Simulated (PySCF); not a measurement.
**CoOH: frequency calculation**

- system: CoOH, multiplicity 5
- method: UKS-based PBE0, Co def2-TZVP, O def2-TZVP, H def2-TZVP; non-relativistic Hamiltonian; density fitting (PySCF 2.14.0)

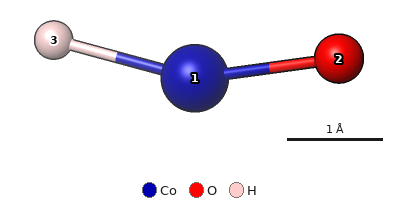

*The structure as given in the input (ball-and-stick view, seen at a tilt; atoms are numbered from 1 in the order of the input). Sticks mark near contacts.*

Bond lengths as drawn: Co–H 1.60 Å and Co–O 1.63 Å.

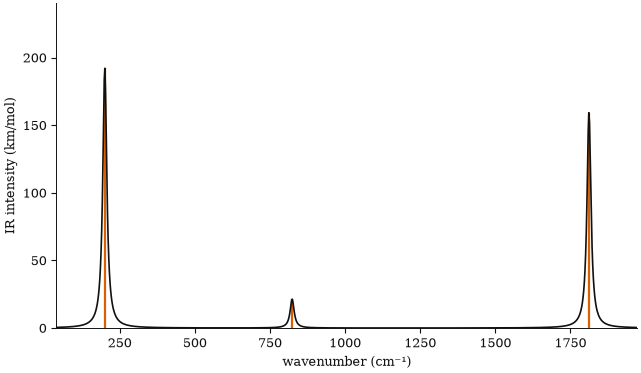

*Harmonic infrared spectrum, unscaled: sticks (degenerate modes added up, dark ones marked on the axis) with a Lorentzian envelope of 16 cm⁻¹ full width, scaled to the tallest stick.*

3 modes from 200 to 1812 cm⁻¹, none imaginary. The strongest line is at 200 cm⁻¹ (192 km/mol). All modes, in cm⁻¹ (km/mol): 200 (192), 824 (21), 1812 (159).

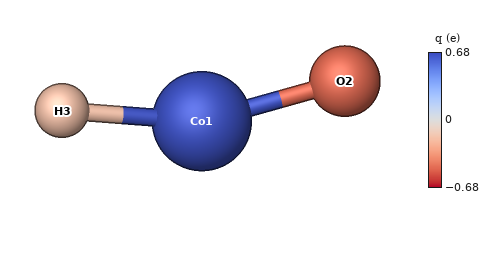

*Mulliken charges, as the colour of each atom (ball-and-stick view, seen at a tilt; atoms are numbered from 1 in the order of the input).*

By element: Co +0.65, O −0.48 and H −0.17 e.

The input and output of the run follow.

The input
```python
from pyscf import gto, scf, dft
mol = gto.M(atom='''
Co    -0.000059    -0.046671     0.320090
O      0.000188     0.148177    -1.296484
H      0.000479     0.377469     1.858675''',
    basis={'Co': 'def2-TZVP', 'O': 'def2-TZVP', 'H': 'def2-TZVP'},
    charge=0, spin=4)
mf = dft.UKS(mol, xc='PBE0')
mf.grids.atom_grid = (75, 302)
aux = {'Co': 'def2-universal-JKFIT', 'O': 'def2-universal-JKFIT', 'H': 'def2-universal-JKFIT'}
mf = mf.density_fit(auxbasis=aux)
mf.conv_tol = 1e-09
mf.diis_space = 10
mf.max_cycle = 60
mf.verbose = 4
mf.kernel()
```

The script is an equivalent of the set-up of the self-consistent field. The run itself was carried out by a driver, which started from the orbitals of the step before it where there was one and computed the further properties.

Command:
```bash
OMP_NUM_THREADS=2 python axn.py task.json out
```

What the program printed
```
init E= -1458.23759820366
  alpha nocc = 20  HOMO = -0.30719750356668  LUMO = 0.0293904509427705
  beta  nocc = 16  HOMO = -0.301396776052088  LUMO = -0.139733553228912
  HOMO = -0.301396776052  LUMO = -0.139733553229  gap/eV = 4.39908
cycle= 1 E= -1458.23759820351  delta_E= 1.43e-10  |g|= 2.47e-05  |ddm|= 9.99e-06
  alpha nocc = 20  HOMO = -0.307199808863437  LUMO = 0.0293879790713234
  beta  nocc = 16  HOMO = -0.301396994540181  LUMO = -0.139739542743444
  HOMO = -0.30139699454  LUMO = -0.139739542743  gap/eV = 4.39892
cycle= 2 E= -1458.23759819958  delta_E= 3.93e-09  |g|= 0.000127  |ddm|= 4.81e-05
  alpha nocc = 20  HOMO = -0.307197880507863  LUMO = 0.0293900481607281
  beta  nocc = 16  HOMO = -0.301396887166572  LUMO = -0.139734519512461
  HOMO = -0.301396887167  LUMO = -0.139734519512  gap/eV = 4.39906
cycle= 3 E= -1458.23759820368  delta_E= -4.1e-09  |g|= 1.22e-06  |ddm|= 4.01e-05
  alpha nocc = 20  HOMO = -0.30719784699663  LUMO = 0.029390086348684
  beta  nocc = 16  HOMO = -0.301396880286391  LUMO = -0.139734444052028
  HOMO = -0.301396880286  LUMO = -0.139734444052  gap/eV = 4.39906
cycle= 4 E= -1458.23759820369  delta_E= -2.73e-12  |g|= 1.27e-06  |ddm|= 3.01e-06
  alpha nocc = 20  HOMO = -0.307197806574602  LUMO = 0.0293901129028669
  beta  nocc = 16  HOMO = -0.301396947332006  LUMO = -0.139734364806456
  HOMO = -0.301396947332  LUMO = -0.139734364806  gap/eV = 4.39906
Extra cycle  E= -1458.23759820369  delta_E= -2.27e-12  |g|= 2.8e-06  |ddm|= 3.35e-06
converged SCF energy = -1458.23759820369  <S^2> = 6.0252185  2S+1 = 5.0100772
```

Key numbers

```tsv
quantity	value
outcome	converged
total energy	−1458.237598 hartree
⟨S²⟩	6.025
zero-point energy	0.006460 hartree
dipole moment	1.59 D
wavenumbers, lowest and highest	200 and 1812 cm⁻¹
hardware	2 threads of AMD EPYC (Zen 5), 128 GiB of memory available, shared host
wall time	20 s (CPU time 46 s)
peak memory	0.79 GiB
```
